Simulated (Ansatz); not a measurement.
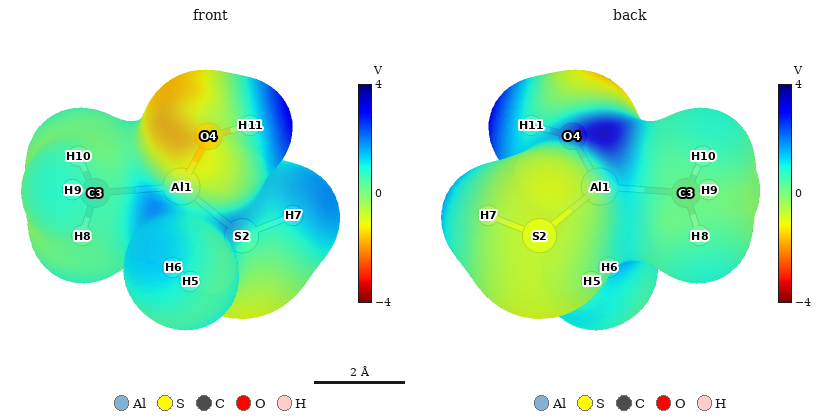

Figure 1: CH5AlOS···H2. The electrostatic potential painted on the density surface at 0.004 e/bohr³, seen from the front and from behind; red is negative and blue positive.

Method: Ansatz, RKS PBE/def2-SVP.

```yaml
atoms:
  - { symbol: Al, position_ang: [0.1055, 0.0772, 0.4688] }
  - { symbol: S, position_ang: [1.2695, 1.9705, 0.4653] }
  - { symbol: C, position_ang: [-1.7142, 0.0569, -0.2271] }
  - { symbol: O, position_ang: [0.7034, -1.3477, 1.2337] }
  - { symbol: H, position_ang: [1.1401, -0.0975, -1.7733] }
  - { symbol: H, position_ang: [0.8580, -0.8134, -1.8448] }
  - { symbol: H, position_ang: [2.3805, 1.4259, 1.0365] }
  - { symbol: H, position_ang: [-1.8882, 0.8503, -0.9832] }
  - { symbol: H, position_ang: [-1.9500, -0.9242, -0.6906] }
  - { symbol: H, position_ang: [-2.4443, 0.2132, 0.5961] }
  - { symbol: H, position_ang: [1.5398, -1.4112, 1.7189] }
```

Question: Where is the surface potential most negative and most positive?

Answer: The most negative region (about −1.7 V, or −39 kcal/mol for a unit charge) lies over O4, the most positive (about +3.1 V, or +71 kcal/mol for a unit charge) over Al1 and H11. O4 is the likeliest acceptor of a hydrogen bond.
